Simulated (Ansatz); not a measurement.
# Run report: CH7ClSi, single-point calculation

The run: single-point calculation of CH7ClSi. Method and program: RKS PBE0-D4/def2-TZVPP (Ansatz 0.2.0).

The geometry is the reactant side of a reaction. The reaction was set up to form Si1–C7 and H2–H6 and to break Si1–H2 and H6–C7 (atoms counted from 1 in the order of the input); sticks are drawn by distance alone. The geometry comes from this level: PBE0-D4/def2-TZVP.

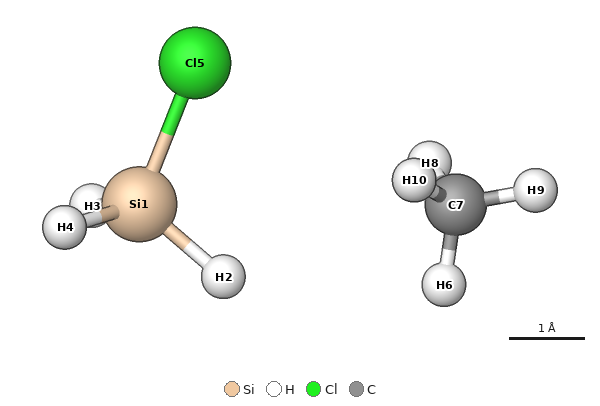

Fig. 1: The structure (ball-and-stick view, seen on its broad side; atoms are numbered from 1 in the order of the input). Bond lengths as drawn: Cl–Si 2.05 Å, C–H 1.09 Å and H–Si 1.48 Å.

**Input**
```yaml
crystal:
  periodic: [false, false, false]
  atoms:
    - {symbol: Si, position_ang: [-1.966035, 0.854299, -0.156549]}
    - {symbol: H, position_ang: [-1.280323, -0.392273, -0.565032]}
    - {symbol: H, position_ang: [-2.403390, 1.618511, -1.347175]}
    - {symbol: H, position_ang: [-3.124563, 0.546770, 0.713020]}
    - {symbol: Cl, position_ang: [-0.643193, 2.010025, 0.907841]}
    - {symbol: H, position_ang: [1.373299, -1.695079, -0.493392]}
    - {symbol: C, position_ang: [1.883555, -0.928223, 0.089154]}
    - {symbol: H, position_ang: [1.860473, 0.017495, -0.451473]}
    - {symbol: H, position_ang: [2.918138, -1.227809, 0.254965]}
    - {symbol: H, position_ang: [1.382139, -0.803715, 1.048440]}
basis:
  gaussian: {orbitals: def2-TZVPP}
hamiltonian: {xc: pbe0, dispersion: d4}
output: {orbitals: {seedname: orbitals}}
```

Launch command:
```bash
ansatz run in.yaml --threads 4 --pin off --events-out ev --progress --plain --max-ram 9574MiB
```

**What the program printed**
```
Functional definition: PBE0
  name "PBE0"
  cite "Adamo & Barone, J. Chem. Phys. 110, 6158 (1999) doi:10.1063/1.478522"
  cite "Perdew, Burke & Ernzerhof, Phys. Rev. Lett. 77, 3865 (1996) doi:10.1103/PhysRevLett.77.3865"
  parent pbe
  parameter a = 0.25
  parameter kappa = 0.804
  parameter beta = 0.06672455060314922
  exchange = (1 - a)*pbe_x(kappa = kappa, mu = beta*pi^2/3) + a*exact_x
  correlation = pbe_c(beta = beta)
1209 factors; their error is unknown
mean field evaluation 1: about -21539.9040 eV, gradient 4.6e1 eV
mean field evaluation 2: about -21539.4248 eV, gradient 4.6e1 eV
mean field evaluation 4: about -21544.7031 eV, gradient 5.9e-1 eV
mean field evaluation 8: about -21544.7462 eV, gradient 3.1e-1 eV
mean field evaluation 16: about -21544.7463 eV, gradient 3.8e-5 eV
mean field -21544.74630069 eV, -791.7548229969 hartree, gradient 3.8e-5 eV, S^2 0.000000; 0 other end points of the search recorded, 0 dependent functions left out
reference -21544.74633537 eV, -791.7548242714 hartree; 22, 22 occupied and 191, 191 virtual orbitals, 1209 factors
Total energy: -21544.86427238 eV, -791.7591583766 hartree
```

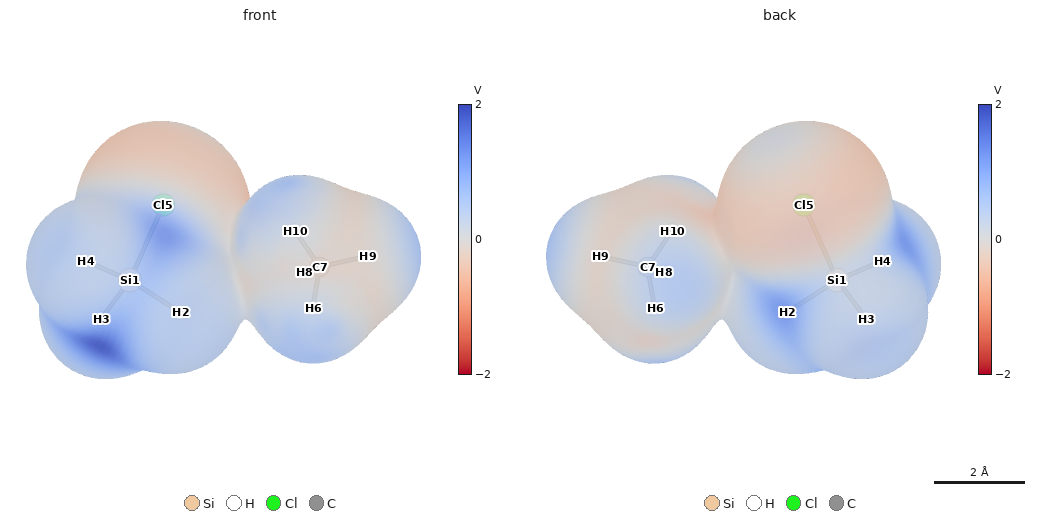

Fig. 2: The electrostatic potential painted on the density surface at 0.002 e/bohr³, seen at a tilt and from behind; red is negative and blue positive.

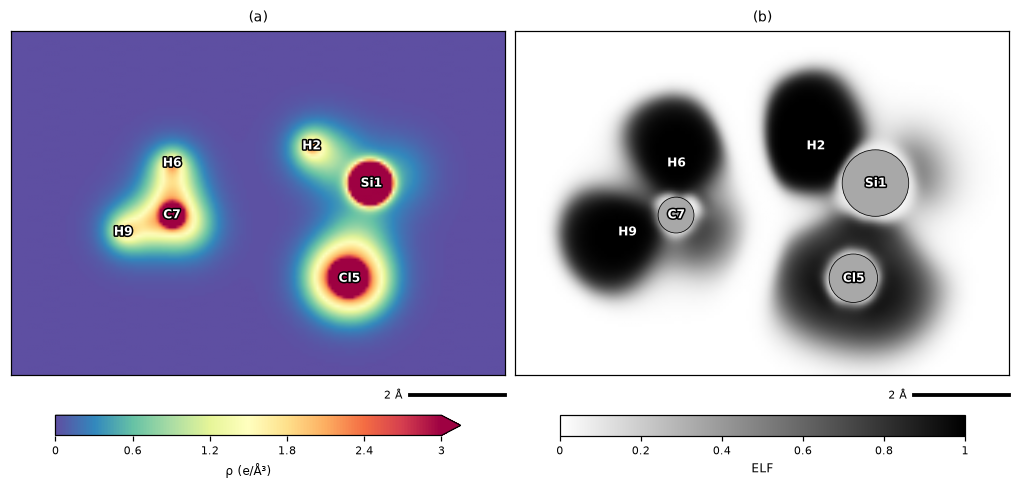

Fig. 3: (a) electron density; (b) electron localisation function on the plane of atoms H2, Si1 and Cl5. Grey discs, where drawn, cover atomic cores. Si–Cl (2.05 Å): ρ is about 0.9 e/Å³ halfway; the ELF peaks at about 0.85 between the atoms (a shared but strongly polarised pair). C–H (1.09 Å): ρ is about 2 e/Å³ halfway; the ELF climbs to about 1 towards the hydrogen, as it does in any bond to H; a covalent bond by its length.

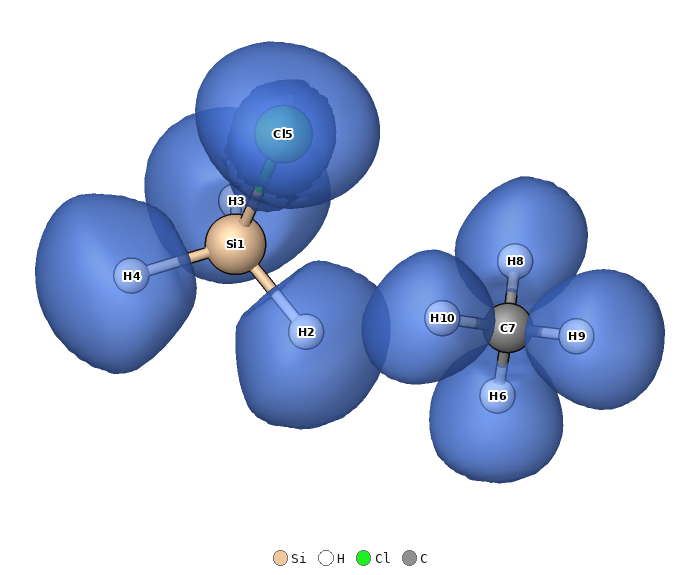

Fig. 4: Isosurface of the ELF at 0.8 (blue), seen at a tilt. Core shells and regions of very low density are left out. Along the contacts the grid gives the following. Si–Cl (2.05 Å): the ELF peaks at about 0.85 between the atoms, which marks a shared but strongly polarised pair.

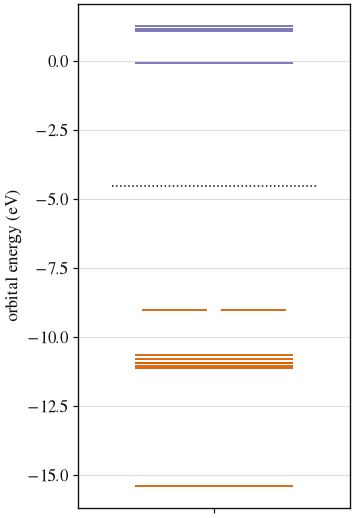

Fig. 5: Orbital energies near the frontier; the dotted line parts filled from empty levels, and levels within 0.02 eV of each other stand side by side. Highest filled −9.02 eV, lowest empty −0.08 eV, 8.94 eV apart.

**Summary**

- outcome: converged
- total energy: −21544.8643 eV
- mean-field energy: −21544.7463 eV
- dispersion energy: −0.1179 eV
- SCF solution under orbital rotations: stable
- HOMO: −9.02 eV
- LUMO: −0.08 eV
- hardware: 4 threads of Arm Neoverse V2, 23 GiB of memory available, shared host
- wall time: 1.4 s (CPU time 5.1 s)
- peak memory: 0.42 GiB
